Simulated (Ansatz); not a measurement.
## What a change does: geometry relaxation on Ta₂B₂

System: Ta₂B₂, multiplicity 3.
Method of run 1: UKS PBE0-D4/def2-TZVP (Ansatz 0.2.0).

The geometry: PBE0-D4/def2-TZVP start. Text and figures count atoms from 1; the logs count them from 0 in places.

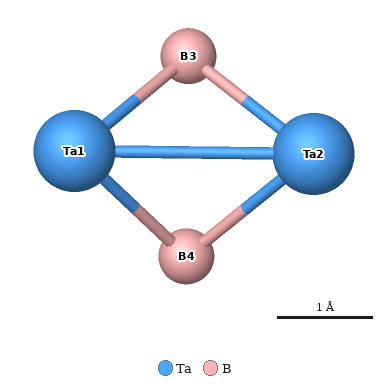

**Figure 1.** The input geometry (ball-and-stick view, seen at a tilt; atoms are numbered from 1 in the order of the input). Sticks mark near contacts. Bond lengths as drawn: B–Ta 2.04 Å and Ta–Ta 2.52 Å.

## The input, run 1
```yaml
crystal:
  periodic: [false, false, false]
  atoms:
    - {symbol: Ta, position_ang: [1.050770, 1.712407, -1.469161]}
    - {symbol: Ta, position_ang: [-1.194942, 1.746568, -0.325684]}
    - {symbol: B, position_ang: [0.639717, 2.110770, 0.489112]}
    - {symbol: B, position_ang: [0.177556, 0.237455, -0.362567]}
basis:
  gaussian: {orbitals: def2-TZVP}
magnetization: {spin_polarized: true, initial_magnetization: 2}
hamiltonian: {xc: pbe0, dispersion: d4}
scf: {lower_state_search: "off"}
output: {orbitals: {seedname: orbitals}}
relax: {f_tol: 0.02, max_steps: 100}
```

Launched with:
```bash
ansatz run in.yaml --threads 4 --pin off --events-out ev --progress --plain --max-ram 3916MiB
```

Hardware: 4 threads of Arm Neoverse V2, 23 GiB of memory available, shared host.

## Output, shortened to warnings, some set-up lines, iterations and results (run 1)
```
[...]
mean field evaluation 1: about -4425.1281 eV, gradient 6.4e1 eV
mean field evaluation 2: about -4279.5102 eV, gradient 1.5e2 eV
mean field evaluation 4: about -4439.5992 eV, gradient 3.3e1 eV
mean field evaluation 8: about -4445.4408 eV, gradient 2.4e-1 eV
mean field evaluation 16: about -4445.4484 eV, gradient 1.4e-2 eV
[... 9 lines ...]
relax step   6: F+E_penalty+E_count = -4446.39709712 eV  Δ(F+E_penalty+E_count) = -6.266e-2 eV  max|allowed force component| = 4.760e-1 eV/Å  Δτ_max = 0.0549 Å  (48 SCF …
relax step   7: F+E_penalty+E_count = -4446.40848314 eV  Δ(F+E_penalty+E_count) = -1.139e-2 eV  max|allowed force component| = 6.456e-2 eV/Å  Δτ_max = 0.0182 Å  (45 SCF …
relax step   8: F+E_penalty+E_count = -4446.40857110 eV  Δ(F+E_penalty+E_count) = -8.797e-5 eV  max|allowed force component| = 4.534e-2 eV/Å  Δτ_max = 0.0047 Å  (44 SCF …
mean field evaluation 160: about -4446.2908 eV, gradient 2.4e-6 eV
relax step   9: F+E_penalty+E_count = -4446.40872664 eV  Δ(F+E_penalty+E_count) = -1.555e-4 eV  max|allowed force component| = 2.905e-3 eV/Å  Δτ_max = 0.0020 Å  (37 SCF …
Total energy: -4446.40875283 eV, -163.4025077825 hartree
Atom 0 at     0.912109     1.797850    -1.573608 Å, force     0.002599     0.000169    -0.002211 eV/Å
Atom 1 at    -1.195504     1.830529    -0.502858 Å, force    -0.002905     0.000057     0.000958 eV/Å
Atom 2 at     0.660967     1.823838     0.541331 Å, force     0.000384     0.000024     0.001041 eV/Å
Atom 3 at     0.295528     0.354983    -0.133165 Å, force    -0.000078    -0.000250     0.000212 eV/Å
Dipole moment:    -0.328115     0.383608    -0.657506 e Å
Checks for a lower state left out: stability, starts, cluster_reference, orbital_swaps, neighbouring_geometries, increment
```

The input of run 2 differs as follows (lines with − go, lines with + come):
```diff
-magnetization: {spin_polarized: true, initial_magnetization: 2}
+magnetization: {spin_polarized: true, initial_magnetization: 4}
```

How does run 2 compare with run 1?

With the same method and basis, run 2 lies 9.0 kcal/mol higher. The HOMO goes from −4.82 to −4.57 eV. The LUMO goes from −2.51 to −2.89 eV. The dipole moment goes from 3.98 to 3.71 D. On the same kind of shared host run 2 took about 0.41 times as long.

## Output, shortened to warnings, some set-up lines, iterations and results (run 2)
```
[...]
mean field evaluation 1: about -4426.7036 eV, gradient 6.1e1 eV
mean field evaluation 2: about -4310.8045 eV, gradient 1.4e2 eV
mean field evaluation 4: about -4441.9242 eV, gradient 2.4e1 eV
mean field evaluation 8: about -4444.9525 eV, gradient 1.3e-1 eV
mean field evaluation 16: about -4444.9599 eV, gradient 3.0e-3 eV
[... 6 lines ...]
relax step   5: F+E_penalty+E_count = -4445.78445952 eV  Δ(F+E_penalty+E_count) = +2.846e-2 eV  max|allowed force component| = 2.708e0 eV/Å  Δτ_max = 0.1954 Å  (39 SCF iters, …
mean field evaluation 96: about -4445.8985 eV, gradient 5.8e-5 eV
relax step   6: F+E_penalty+E_count = -4446.01641795 eV  Δ(F+E_penalty+E_count) = -2.035e-1 eV  max|allowed force component| = 2.030e-1 eV/Å  Δτ_max = 0.0954 Å  (37 SCF …
relax step   7: F+E_penalty+E_count = -4446.01858485 eV  Δ(F+E_penalty+E_count) = -2.167e-3 eV  max|allowed force component| = 8.890e-2 eV/Å  Δτ_max = 0.0160 Å  (30 SCF …
relax step   8: F+E_penalty+E_count = -4446.01899520 eV  Δ(F+E_penalty+E_count) = -4.103e-4 eV  max|allowed force component| = 3.773e-3 eV/Å  Δτ_max = 0.0043 Å  (34 SCF …
Total energy: -4446.01902166 eV, -163.3881854260 hartree
Atom 0 at     0.923742     1.795813    -1.583690 Å, force    -0.003773     0.000118     0.001789 eV/Å
Atom 1 at    -1.210846     1.828283    -0.496796 Å, force     0.003667     0.000004    -0.002000 eV/Å
Atom 2 at     0.666177     1.845778     0.548994 Å, force     0.000609     0.002195     0.001131 eV/Å
Atom 3 at     0.294028     0.337326    -0.136808 Å, force    -0.000504    -0.002317    -0.000920 eV/Å
Dipole moment:    -0.306991     0.354662    -0.613505 e Å
Checks for a lower state left out: stability, starts, cluster_reference, orbital_swaps, neighbouring_geometries, increment
```

## The two runs side by side

| quantity | run 1 | run 2 |
| --- | --- | --- |
| outcome | converged | converged |
| total energy (hartree) | −163.402508 | −163.388185 |
| HOMO (eV) | −4.82 | −4.57 |
| LUMO (eV) | −2.51 | −2.89 |
| dipole moment (D) | 3.98 | 3.71 |
| ⟨S²⟩ | 2.145 | 6.043 |
| largest force (eV/Å) | 0.003 | 0.004 |
| basis functions | 142 | 142 |
| wall time (shared host) | 65 s | 27 s |
